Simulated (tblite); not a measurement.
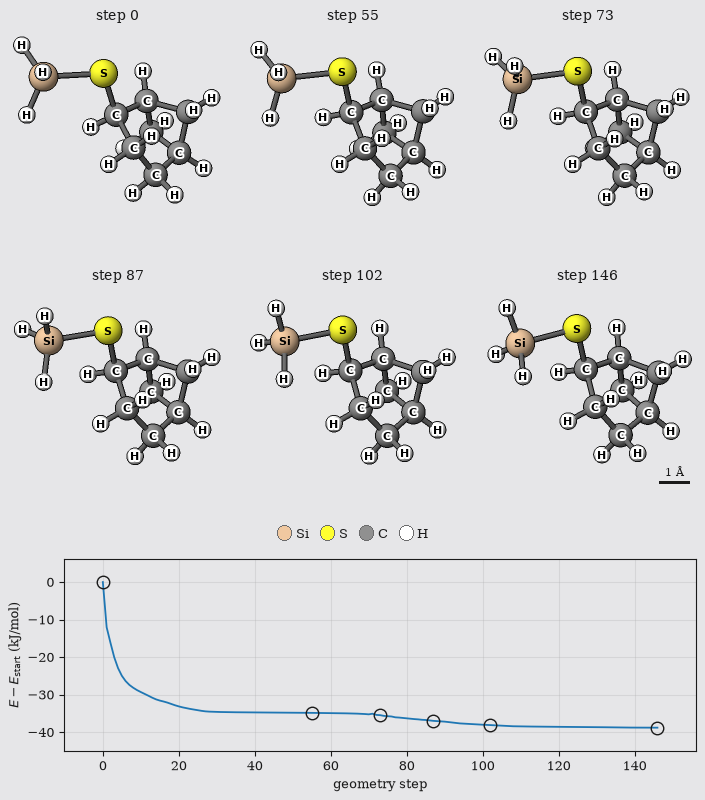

Frames of a relaxation of C7H14SSi, marked on the history of the run. The picture is a ball-and-stick view, seen from a free direction.

Computed with tblite 0.8.0, GFN2-xTB geometry optimisation, gas phase. 

Describe the path.

After 146 geometry steps the energy has fallen by 38.8 kJ/mol. The atom that moves furthest after the best rigid fit is an H atom (1.72 Å). Largest moves by element: H 1.72 Å, Si 0.35 Å, C 0.33 Å, S 0.21 Å. Among the contacts that change: C–S 1.810 → 1.846 Å, C–H 1.121 → 1.092 Å, C–C 1.502 → 1.526 Å, S–Si 2.154 → 2.136 Å. Bond angles that change, for instance: Si–S–C 111.3° → 101.4°, S–C–H 113.4° → 105.7°, C–C–H 117.0° → 111.2°. Groups turn about S–Si by about 65°. The run took 1.2 s on 1 thread of Arm Neoverse V2, with other jobs on the host. From step 0 to 55: an H atom moves most (0.34 Å), energy −34.8 kJ/mol. From step 55 to 73: an H atom moves most (0.34 Å), energy −0.61 kJ/mol. From step 73 to 87: an H atom moves most (0.52 Å), energy −1.52 kJ/mol. From step 87 to 102: an H atom moves most (0.50 Å), energy −1.11 kJ/mol. From step 102 to 146: an H atom moves most (0.40 Å), energy −0.71 kJ/mol.

```json
{"step": "0", "E − E(0), kJ/mol": "0.00"}
{"step": "1", "E − E(0), kJ/mol": "-12.05"}
{"step": "2", "E − E(0), kJ/mol": "-16.17"}
{"step": "3", "E − E(0), kJ/mol": "-20.05"}
{"step": "4", "E − E(0), kJ/mol": "-22.93"}
{"step": "5", "E − E(0), kJ/mol": "-24.97"}
{"step": "6", "E − E(0), kJ/mol": "-26.39"}
{"step": "7", "E − E(0), kJ/mol": "-27.42"}
{"step": "8", "E − E(0), kJ/mol": "-28.16"}
{"step": "9", "E − E(0), kJ/mol": "-28.79"}
{"step": "10", "E − E(0), kJ/mol": "-29.30"}
{"step": "17", "E − E(0), kJ/mol": "-32.12"}
{"step": "24", "E − E(0), kJ/mol": "-33.97"}
{"step": "31", "E − E(0), kJ/mol": "-34.62"}
{"step": "39", "E − E(0), kJ/mol": "-34.73"}
{"step": "46", "E − E(0), kJ/mol": "-34.77"}
{"step": "53", "E − E(0), kJ/mol": "-34.82"}
{"step": "60", "E − E(0), kJ/mol": "-34.91"}
{"step": "67", "E − E(0), kJ/mol": "-35.06"}
{"step": "74", "E − E(0), kJ/mol": "-35.65"}
{"step": "82", "E − E(0), kJ/mol": "-36.51"}
{"step": "89", "E − E(0), kJ/mol": "-37.12"}
{"step": "96", "E − E(0), kJ/mol": "-37.78"}
{"step": "103", "E − E(0), kJ/mol": "-38.15"}
{"step": "110", "E − E(0), kJ/mol": "-38.45"}
{"step": "117", "E − E(0), kJ/mol": "-38.54"}
{"step": "125", "E − E(0), kJ/mol": "-38.60"}
{"step": "132", "E − E(0), kJ/mol": "-38.68"}
{"step": "139", "E − E(0), kJ/mol": "-38.77"}
{"step": "146", "E − E(0), kJ/mol": "-38.79"}
```
